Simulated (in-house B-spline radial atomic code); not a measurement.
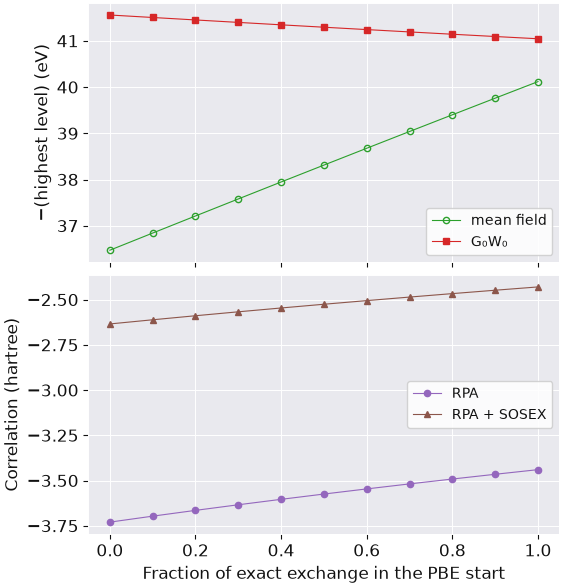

G₀W₀ and RPA for Sn³⁺ ([Kr] 4d¹⁰ 5s) as exact exchange is mixed into the PBE start. All-electron spherical atom, scalar X2C, no spin-orbit coupling, Breit or QED terms; computed with a B-spline radial code.

### Where does the G₀W₀ correction vanish, and how does the correlation energy move?

The mean-field binding energy of 5s↑ runs from 36.47 eV at fraction 0 to 40.12 eV at 1, the G₀W₀ value only from 41.56 to 41.04 eV. The two curves don't cross in this range. The RPA correlation energy goes from −3.73 to −3.44 hartree, and with SOSEX from −2.63 to −2.43.
